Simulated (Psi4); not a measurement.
# CAM-B3LYP/def2-SVPD run of CH5NSi (SMILES C[Si]N)

Aim: the energy change on altering one bond length of CH5NSi at CAM-B3LYP/def2-SVPD, from 2 runs. 

Program for the calculation: Psi4 1.11.

2 further runs of the same task are left out: 2 set aside as unsound or not needed.

### Step 1. The system as given

The species is CH5NSi (8 atoms), meant as a singlet with charge 0. SMILES: `C[Si]N`. The shape is that of a PBE0-D4/def2-TZVP optimisation. This is one conformer, not always the lowest.

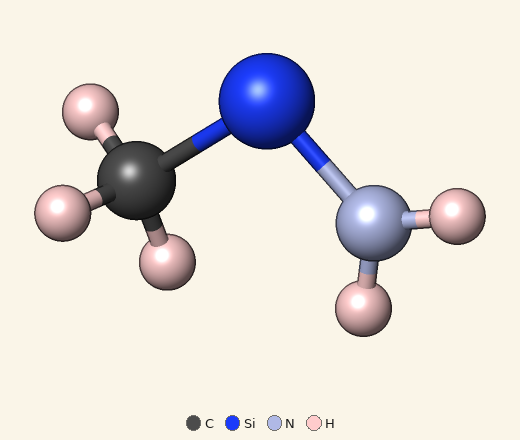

The structure, seen from a chosen angle (carbon dark grey, silicon blue, nitrogen light blue, hydrogen pink).

### Step 2. Energy and forces at CAM-B3LYP/def2-SVPD

Contents of ch5nsi.inp:

```
memory 1600 mb

molecule geom {
  0 1
  C     -0.660000     0.824700    -0.552100
  Si     0.963800     0.653800     0.427700
  N      0.932200    -1.034400     0.690700
  H     -1.026400    -0.101800    -1.004300
  H     -0.562500     1.583400    -1.334100
  H     -1.431400     1.195000     0.135900
  H      1.651200    -1.501900     1.220100
  H      0.225200    -1.675700     0.360300
  units angstrom
  symmetry c1
  no_reorient
  no_com
}

set {
  basis                def2-SVPD
  puream               true
  e_convergence        1e-09
  d_convergence        1e-08
  scf_type             pk
  dft_radial_points    99
  dft_spherical_points 590
}

result, w = gradient("cam-b3lyp", return_wfn=True)
oeprop(w, "QUADRUPOLE", "MULLIKEN_CHARGES", "DIPOLE")
print_variables()
```

Launch:

```
$ psi4 -i ch5nsi.inp -o ch5nsi.out -n 1
```

ch5nsi.out:

```text
[...]
  Running in c1 symmetry.
[...]
  Nuclear repulsion =  100.369090567137675
[...]
  Multiplicity = 1
[...]
  Nalpha       = 16
  Nbeta        = 16
[...]
    Number of basis functions: 104
[...]
   @RKS iter   1:  -384.84461627427004   -3.83296e-01   7.79582e-03 DIIS/ADIIS
[...]
   @RKS iter  11:  -385.15555498417888   -1.08002e-11   4.99870e-09 DIIS
[...]
    Orbital Energies [Eh]
    ---------------------
    Doubly Occupied:
       1A    -66.181381     2A    -14.397950     3A    -10.234049
       4A     -5.345652     5A     -3.711572     6A     -3.707111
       7A     -3.702820     8A     -0.930210     9A     -0.764066
      10A     -0.575671    11A     -0.571305    12A     -0.468948
      13A     -0.463795    14A     -0.404691    15A     -0.359316
      16A     -0.269843
[...]
  @RKS Final Energy:  -385.15555498417888
   => Energetics <=
    Nuclear Repulsion Energy =            100.3690905671376754
    One-Electron Energy =                -728.9481586510837587
    Two-Electron Energy =                 269.5027278787507612
    DFT Exchange-Correlation Energy =     -26.0792147789835234
    Empirical Dispersion Energy =           0.0000000000000000
    VV10 Nonlocal Energy =                  0.0000000000000000
    Total Energy =                       -385.1555549841788775
[...]
  -Total Gradient:
     Atom            X                  Y                   Z
    ------   -----------------  -----------------  -----------------
       1       -0.002778016097     0.000025978835    -0.001675941859
       2       -0.002188249574    -0.008699840387     0.000211669263
       3       -0.000222007738     0.004497299255    -0.001003283515
       4        0.001668590165     0.003609944993     0.001812349369
       5        0.000212836743    -0.002874310841     0.003247812355
       6        0.003061849892    -0.001277212722    -0.002061372662
       7       -0.002672200036     0.002017027554    -0.001984181702
       8        0.002915926995     0.002715116684     0.001448957298
[...]
 Multipole Moments:
 ------------------------------------------------------------------------------------
     Multipole            Electronic (a.u.)      Nuclear  (a.u.)        Total (a.u.)
 ------------------------------------------------------------------------------------
 L = 1.  Multiply by 2.5417464519 to convert [e a0] to [Debye]
 Dipole X            :        -28.4994110           28.1846982           -0.3147128
 Dipole Y            :        -12.7097586           12.0179023           -0.6918563
 Dipole Z            :        -13.0795174           13.0164336           -0.0630839
 Magnitude           :                                                    0.7626853
 L = 2.  Multiply by 1.3450342976 to convert [e a0^2] to [Debye ang]
 Quadrupole XX       :       -121.3585651           99.6231015          -21.7354636
 Quadrupole XY       :         21.0276476          -23.3827415           -2.3550939
[...]
  Mulliken Charges: (a.u.)
   Center  Symbol    Alpha    Beta     Spin     Total
       1     C     2.91015  2.91015  0.00000  0.17971
       2    SI     6.89057  6.89057  0.00000  0.21886
       3     N     3.40258  3.40258  0.00000  0.19484
       4     H     0.57950  0.57950  0.00000 -0.15899
       5     H     0.53762  0.53762  0.00000 -0.07523
       6     H     0.55469  0.55469  0.00000 -0.10938
       7     H     0.57986  0.57986  0.00000 -0.15972
       8     H     0.54504  0.54504  0.00000 -0.09009
   Total alpha = 16.00000, Total beta = 16.00000, Total charge =  0.00000
[...]
```

It took 36 s on 1 thread of Intel Xeon Platinum 8375C at 2.90GHz (Ice Lake), shared host; peak memory 0.81 GiB.

### Step 3. The distorted shape, same level

Contents of run.py:

```python
import numpy as np
from ase.calculators.psi4 import Psi4
from ase import Atoms

atoms = Atoms(['C', 'Si', 'N', 'H', 'H', 'H', 'H', 'H'], positions=[
    [-0.689251, 0.597085, -0.317495],
    [0.934549, 0.426185, 0.662305],
    [0.902949, -1.262015, 0.925305],
    [-1.055651, -0.329415, -0.769695],
    [-0.562500, 1.583400, -1.334100],
    [-1.460651, 0.967385, 0.370505],
    [1.621949, -1.729515, 1.454705],
    [0.195949, -1.903315, 0.594905],
])
calc = Psi4(atoms=atoms, method='cam-b3lyp', basis='def2-SVPD', memory='1600MB', num_threads=1, charge=0, multiplicity=1, label='ch5nsi', reference='rks')
calc.psi4.set_options({'puream': True, 'e_convergence': 1e-09, 'd_convergence': 1e-08, 'scf_type': 'pk', 'dft_radial_points': 99, 'dft_spherical_points': 590})
atoms.calc = calc

forces = atoms.get_forces()
print(f'energy: {atoms.get_potential_energy():.6f} eV')
print('forces / eV A^-1')
print(np.round(forces, 5))
```

Launch:

```
$ python run.py
```

ch5nsi.dat:

```text
[...]
  Running in c1 symmetry.
[...]
  Nuclear repulsion =   99.268513087276162
[...]
  Multiplicity = 1
[...]
  Nalpha       = 16
  Nbeta        = 16
[...]
    Number of basis functions: 104
[...]
   @RKS iter   1:  -384.80430210698592   -4.66475e-01   7.72230e-03 ADIIS/DIIS
[...]
   @RKS iter  11:  -385.11947753446714   -1.35856e-11   5.54834e-09 DIIS
[...]
    Orbital Energies [Eh]
    ---------------------
    Doubly Occupied:
       1A    -66.183441     2A    -14.399855     3A    -10.261928
       4A     -5.347611     5A     -3.713450     6A     -3.709050
       7A     -3.704841     8A     -0.932333     9A     -0.749467
      10A     -0.577523    11A     -0.570205    12A     -0.473053
      13A     -0.438368    14A     -0.390869    15A     -0.360393
      16A     -0.271718
[...]
  @RKS Final Energy:  -385.11947753446714
   => Energetics <=
    Nuclear Repulsion Energy =             99.2685130872761619
    One-Electron Energy =                -726.7284412915686289
    Two-Electron Energy =                 268.3508588667337449
    DFT Exchange-Correlation Energy =     -26.0104081969083580
    Empirical Dispersion Energy =           0.0000000000000000
    VV10 Nonlocal Energy =                  0.0000000000000000
    Total Energy =                       -385.1194775344671370
[...]
 Multipole Moments:
 ------------------------------------------------------------------------------------
     Multipole            Electronic (a.u.)      Nuclear  (a.u.)        Total (a.u.)
 ------------------------------------------------------------------------------------
 L = 1.  Multiply by 2.5417464519 to convert [e a0] to [Debye]
 Dipole X            :          3.1874491           -3.4965791           -0.3091299
 Dipole Y            :          0.5520435           -1.3097472           -0.7577037
 Dipole Z            :          1.9221198           -1.9240756           -0.0019558
 Magnitude           :                                                    0.8183398
[...]
  -Total Gradient:
     Atom            X                  Y                   Z
    ------   -----------------  -----------------  -----------------
       1       -0.010966196497    -0.055209493719     0.055050299212
       2       -0.004226179769    -0.012028042790     0.001509160614
       3        0.001231538976     0.004492235724     0.000144315709
       4        0.001733468861     0.000847392755     0.005867207795
       5        0.008962348034     0.061973596514    -0.063591372658
       6        0.003176098209    -0.005104788449     0.001632680540
       7       -0.002681285829     0.001833929809    -0.002253055751
       8        0.002763469538     0.003209227894     0.001640843943
[...]
```

On the terminal:

```text
energy: -10479.634769 eV
forces / eV A^-1
[[ 0.5639   2.83899 -2.8308 ]
 [ 0.21732  0.61851 -0.0776 ]
 [-0.06333 -0.231   -0.00742]
 [-0.08914 -0.04357 -0.3017 ]
 [-0.46086 -3.18681  3.27   ]
 [-0.16332  0.2625  -0.08396]
 [ 0.13788 -0.0943   0.11586]
 [-0.1421  -0.16503 -0.08438]]
```

Wall time 36 s (1 thread of Intel Xeon Platinum 8375C at 2.90GHz (Ice Lake), shared host); peak memory 0.82 GiB.

### Step 4. Results

Level: CAM-B3LYP/def2-SVPD.

| quantity | value |
| --- | --- |
| first shape: total energy | -385.15555 Eh |
| first shape: dipole moment | 1.94 D |
| first shape: HOMO energy | -7.34 eV |
| first shape: LUMO energy | 0.04 eV |
| first shape: HOMO–LUMO gap | 7.38 eV |
| first shape: largest force on an atom | 0.461 eV/Å |
| distorted shape: total energy | -385.11948 Eh |
| distorted shape: dipole moment | 2.08 D |
| distorted shape: HOMO energy | -7.39 eV |
| distorted shape: LUMO energy | -0.02 eV |
| distorted shape: HOMO–LUMO gap | 7.38 eV |
| distorted shape: largest force on an atom | 4.589 eV/Å |
| energy change with the C1–H5 bond stretched from 1.094 to 1.422 Å | 0.982 eV |

In words: With the C1–H5 bond stretched from 1.094 to 1.422 Å the energy rises by 0.98 eV (94.7 kJ/mol). The first shape isn't relaxed at this level, so the change isn't measured from a minimum. The largest force (first shape) is 0.46 eV/Å: the shape isn't a stationary point for this species at this level. Mulliken charges (first shape) run from -0.16 on H7 to +0.22 on Si2; in a basis this large or diffuse they mean little.
